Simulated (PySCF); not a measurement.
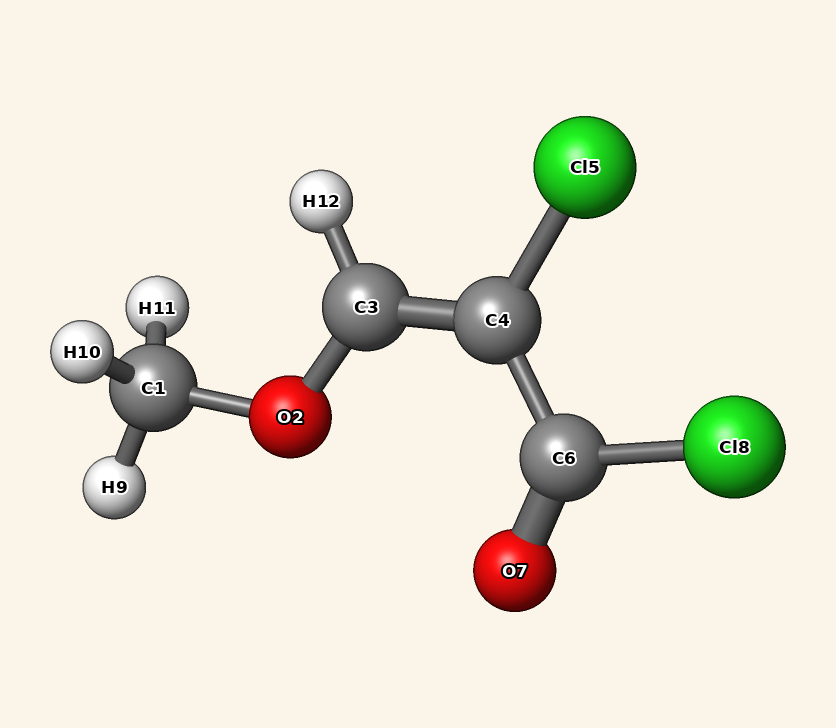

The thickness of each stick grows with its Mayer bond order. The geometry was computed by an optimisation with GFN2-xTB. No frequency run is at hand to confirm it as a minimum. Method: PBE0/pcSseg-1 (PySCF 2.14.0).

List the Mayer bond orders of C1–O2, C1–H9, C1–H10, C1–H11, O2–C3, C3–C4, C3–H12, C4–Cl5, C4–C6, C6–O7, C6–Cl8.

```csv
bond,Mayer order,length (Å)
C1–O2,0.87,1.415
C1–H9,0.97,1.088
C1–H10,0.96,1.094
C1–H11,0.96,1.093
O2–C3,1.13,1.322
C3–C4,1.60,1.355
C3–H12,0.94,1.088
C4–Cl5,1.11,1.725
C4–C6,0.95,1.453
C6–O7,2.05,1.191
C6–Cl8,0.98,1.767
```
